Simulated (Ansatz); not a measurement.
Formation energy of the bound charge states of Si vacancy + N on the C site in metastable 2H silicon carbide (start: the Si site; C 1.89 Å away; 96-site cell, 2×2×2 shifted sampling) against the Fermi level, C-rich (Δμ(C) = 0.00 eV, Δμ(Si) = -0.40 eV, Δμ(N) = -1.56 eV, bounded by beta Si3N4; only phases computed here count, gases as isolated molecules at 0 K). All values below come from PBE, PAW (plane waves to 420 eV; Ansatz, a program for electronic structure).

Details: 96-site cell; 2×2×2 shifted k-points; host gap 2.31 eV; charged states image-corrected; corrections pass 1 eV, so highly charged states may be off by several tenths; flagged in the runs: a host whose relaxation on this sampling wasn't shown to rest.

Left out: charge +1 (level within 0.1 eV of a band edge or past it).

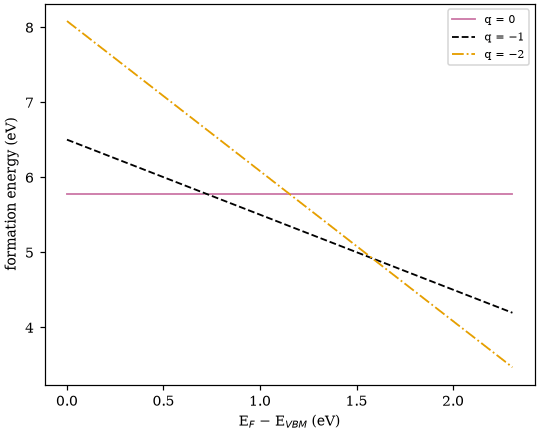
Formation energy of each charge state against the Fermi level

Crossings of the lowest lines: (0/−1) at 0.73 eV; (−1/−2) at 1.58 eV. At the valence-band maximum: q = 0: 5.77 eV; q = −1: 6.50 eV; q = −2: 8.09 eV.
